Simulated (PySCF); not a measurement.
# HfSF2: the energy surface near the minimum

How stiff is HfSF2 (singlet) against rigid distortions? The scans start from its PBE minimum.

Method: PBE, basis Hf def2-SVP with ECP60, S def2-SVP, F def2-SVP, scalar-relativistic core potentials, no spin–orbit coupling, density fitting; program: PySCF 2.14.0.

## Step 1: The system as given

4 atoms, charge 0, spin multiplicity 1.

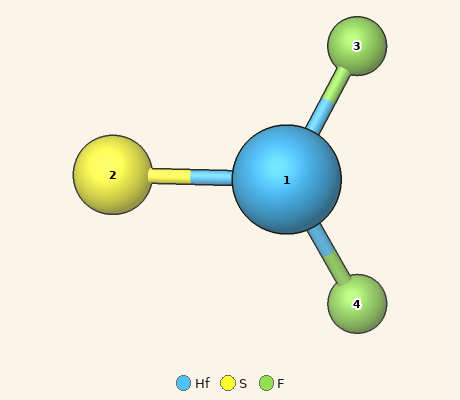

Start geometry, drawn with hafnium blue, sulfur yellow, fluorine green; atoms are numbered from 1 in the order of the file.

```xyz
4
charge 0 multiplicity 1
Hf    0.1354   -0.1762    0.0726
S    -1.7747    0.3770   -0.9523
F     0.1053    0.5466    1.8499
F     1.5997    0.5466   -0.9351
```

## Step 2: Real-space pictures of the lowest minimum

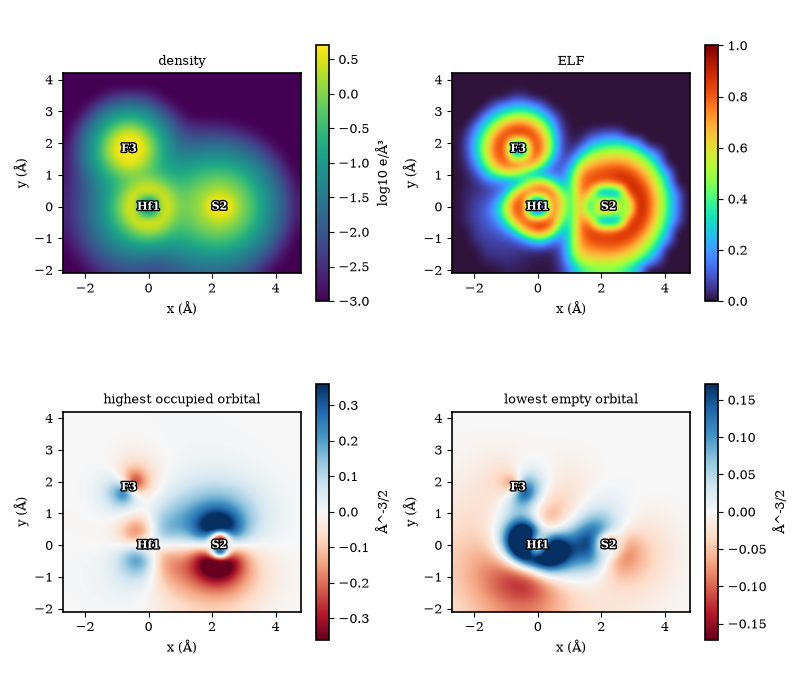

The plane holds Hf1 at (0.00, 0.00), S2 at (2.24, 0.00), F3 at (-0.61, 1.82) Å. ELF is set to 0 where the density is under 0.005 e/Å³; an orbital's overall sign is arbitrary. Electrons inside core potentials are absent.

Values on the line from Hf1 (at 0) through S2 (at 2.237 Å):

```csv
distance (Å),density (e/Å³),ELF,electrostatic potential (V)
-0.78,1.76,0.807,39.8
0.89,1.08,0.352,27
1.12,0.784,0.412,15.5
1.34,0.994,0.744,17.1
1.57,1.32,0.525,36.3
1.79,2.63,0.0961,95.3
2.01,48.3,0.864,349
2.35,161,0.366,1.12e+03
2.57,10.3,0.596,166
2.80,1.46,0.177,56.9
3.02,0.919,0.874,21
3.24,0.462,0.912,7.3
3.47,0.205,0.845,2.04
```

Making the fields took 0.7 s on 2 threads of Arm Neoverse V2, shared host.

## Step 3: Breathing scan

One driver script runs all scans and calls PySCF for each point, on a (75, 302) grid.

Command:

```console
$ OMP_NUM_THREADS=2 python axn.py task.json out
```

A rigid scan with PBE: all bonds to the central atom are scaled together. Each point starts from its neighbour's orbitals, and energies count from the minimum.

```csv
scale of all bonds to the centre,energy (kJ/mol),dipole size (D)
0.88,345.1,5.03
0.92,134.8,5.17
0.96,29.7,5.29
1.00,0.0,5.38
1.04,23.3,5.45
1.08,83.0,5.50
1.14,214.9,5.55
1.22,428.9,5.59
1.35,786.6,5.63
```

The scan took 14 s.

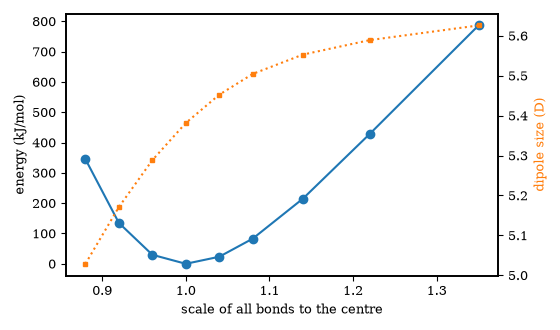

Energy (circles) and dipole moment (squares) along the scan.

## Step 4: Stretching one bond

A rigid scan with PBE: the bond from Hf to the last atom (F) is scaled and the rest held.

```csv
scale of one bond,energy (kJ/mol),dipole size (D)
0.92,38.5,5.56
0.96,8.4,5.45
1.00,0.0,5.38
1.05,10.0,5.34
1.12,47.0,5.36
1.20,105.1,5.46
1.35,223.1,5.78
1.55,359.5,6.23
1.80,478.3,6.67
2.20,580.1,7.24
```

The scan took 51 s.

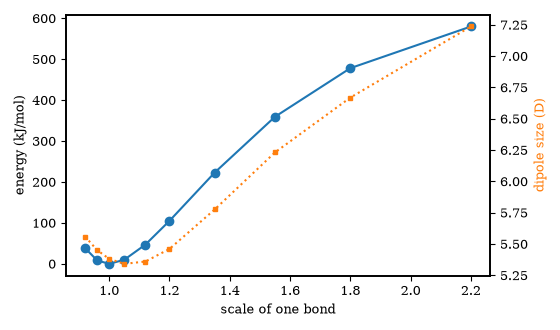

Energy (circles) and dipole moment (squares) along the scan.

A restricted determinant lies too high at long bonds, where the pair should uncouple.

## Step 5: Summary of results

| quantity | value |
| --- | --- |
| all bonds 4 % longer | 23.3 kJ/mol |
| one bond 20 % longer | 105.1 kJ/mol |

The well is lopsided, 29.7 kJ/mol for 4 % shorter bonds against 23.3 for 4 % longer ones. The stability of the closed-shell solution was not tested. With an element this heavy the missing spin–orbit coupling can shift these numbers.
